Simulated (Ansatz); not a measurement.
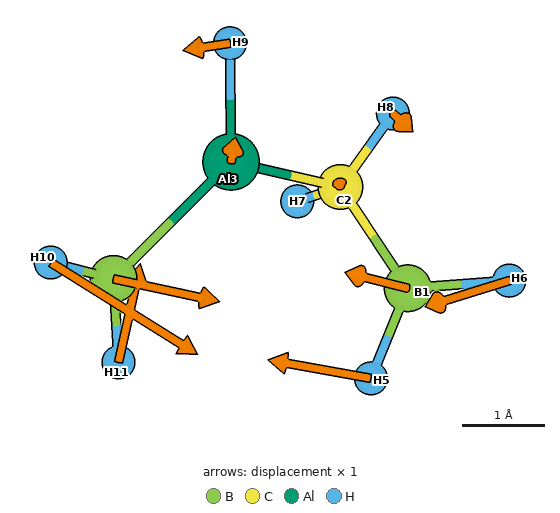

This is a relaxation of CH7AlB2. The starting structure is drawn; orange arrows show the displacements, at their true length. The two geometries are superimposed by the best rigid fit.

A ball-and-stick model, seen at a tilt.

The run prepares the start of a later molecular dynamics calculation, from a guessed geometry.

Computed with UKS PBE-D4/STO-3G (Ansatz 0.2.0).

Input
```yaml
crystal:
  periodic: [false, false, false]
  atoms:
    - { symbol: B, position_ang: [-1.4373, 0.9919, -0.3855] }
    - { symbol: C, position_ang: [-1.0363, 0.0873, 0.7915] }
    - { symbol: Al, position_ang: [0.9038, -0.1979, 0.6946] }
    - { symbol: B, position_ang: [1.8504, -1.0544, -0.9704] }
    - { symbol: H, position_ang: [-1.3257, 0.6917, -1.5363] }
    - { symbol: H, position_ang: [-2.0004, 2.0905, -0.167] }
    - { symbol: H, position_ang: [-1.5265, -0.8835, 0.7111] }
    - { symbol: H, position_ang: [-1.2516, 0.5789, 1.7564] }
    - { symbol: H, position_ang: [1.8659, 0.2564, 1.9754] }
    - { symbol: H, position_ang: [2.9457, -1.2358, -0.9982] }
    - { symbol: H, position_ang: [1.0773, -1.382, -1.851] }
magnetization:
  spin_polarized: true
basis:
  gaussian: { orbitals: STO-3G }
hamiltonian:
  xc: pbe
  dispersion: d4
relax:
  f_tol: 0.02
  max_steps: 40
```

Run as
```bash
ansatz run input.yaml --threads 1 --pin off --max-ram 2048MiB --backend cpu --events-out ev --progress --plain --runs-dir out
```

> Atoms of which element are displaced furthest, and by how much?

Hydrogen: up to 2.14 Å, against 1.38 Å for boron.

> Describe the change and its energy.

H10 moves most after the best rigid fit: 2.14 Å. By element the largest moves are H 2.14 Å, B 1.38 Å, Al 0.38 Å, C 0.17 Å. Among the contacts that change: B4–H5 3.668 → 1.296 Å, B1–B4 3.916 → 1.676 Å, B1–Al3 2.840 → 2.135 Å, B1–H5 1.195 → 1.456 Å. New bonds form: B1–B4 (3.92 → 1.68 Å), B4–H5 (3.67 → 1.30 Å). Among the angles between lasting bonds that change: Al3–B4–H11 113.4° → 66.0°, C2–Al3–B4 123.0° → 86.6°, B1–C2–Al3 107.8° → 75.0°. Groups turn about C2–Al3 by about 25°. Over 33 accepted moves (34 points after the start) the energy falls by 187.9 kJ/mol. Largest force component: 4.1 eV/Å at the start, 0.01 eV/Å at the end. The line search rejected the trial step at point 15 of the run.

Limits of the set-up: STO-3G is a minimal basis, so the numbers are rough.
